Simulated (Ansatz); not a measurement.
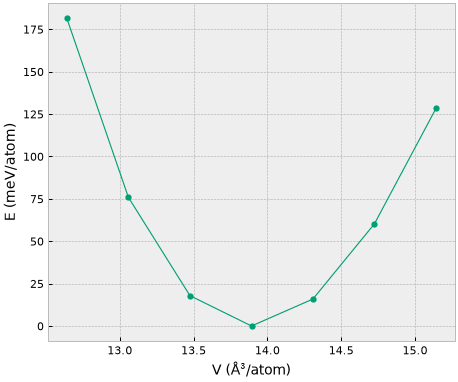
Figure. Os (hcp (Mg type), P6_3/mmc) under volume change, the program Ansatz at the PBEsol level (PAW), shape and atoms relaxed at each volume.

Task: What does a third-order Birch–Murnaghan fit give for V₀, B₀ and B′?

Result: V₀ = 13.89 Å³/atom, B₀ = 431 GPa, B′ = 4.7.

The cell was relaxed with PBEsol under the symmetry of its start. The run is not spin-polarised. Spin–orbit coupling is left out wherever it is not named.

Potentials: the later of the program's two PAW sets.
